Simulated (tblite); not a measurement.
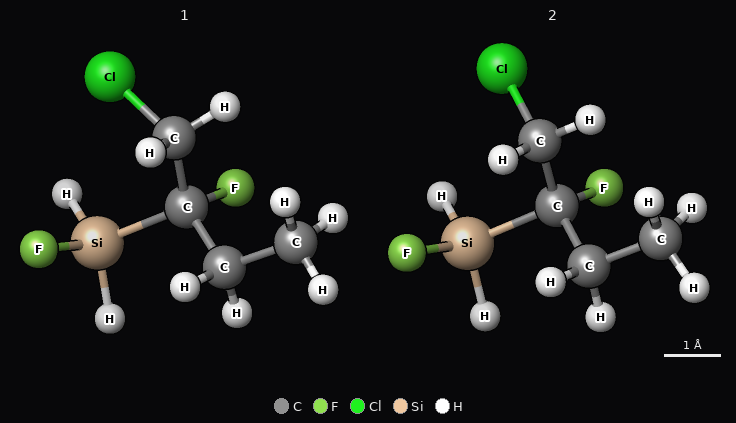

Two geometries of C4H9ClF2Si, drawn at one scale. One is the start of a relaxation, the other its converged end. The picture is a ball-and-stick view, seen from a free direction.

The calculation used tblite, GFN2-xTB geometry optimisation, gas phase. 

### Which geometry has the lower energy?

Structure 1 is the relaxed one. The energy falls by 55.0 kJ/mol in 67 geometry steps. The largest move after the best rigid fit is that of the Cl atom, 0.49 Å. Largest moves by element: Cl 0.49 Å, H 0.44 Å, F 0.18 Å, C 0.14 Å, Si 0.14 Å. Among the contacts that change: Cl–Si 3.275 → 3.143 Å, C–Si 1.873 → 1.934 Å, F–Si 1.663 → 1.612 Å, C–H 1.129 → 1.087 Å. Bond angles that change, for instance: H–Si–H 108.0° → 115.7°, Cl–C–H 113.8° → 106.8°, C–C–C 108.0° → 114.1°.
